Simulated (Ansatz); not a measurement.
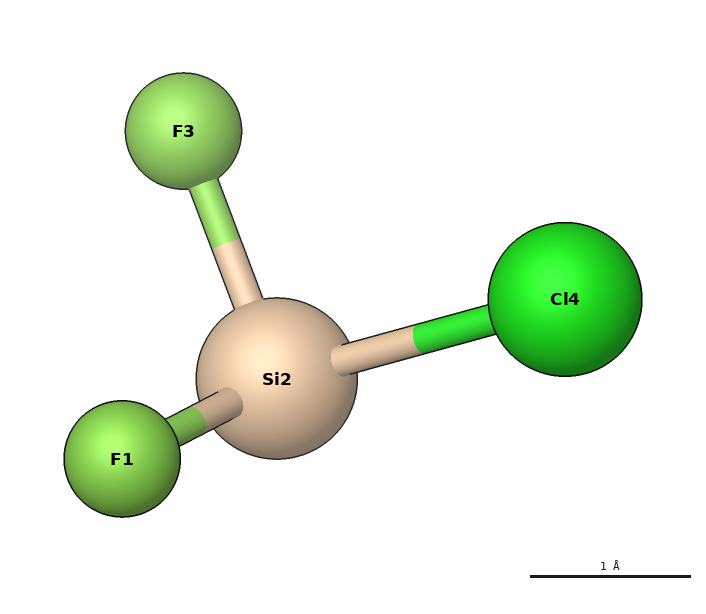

The atoms are numbered. Charge −1, singlet. The computed structure is the end point of a PBE0-D4/def2-TZVPD optimisation. No frequency run is at hand to confirm it as a minimum.

### How are the neighbours of atom 2 arranged?

Si2 has 3 neighbours (F1 at 1.66, F3 at 1.66, Cl4 at 2.26 Å); the arrangement is trigonal pyramidal.
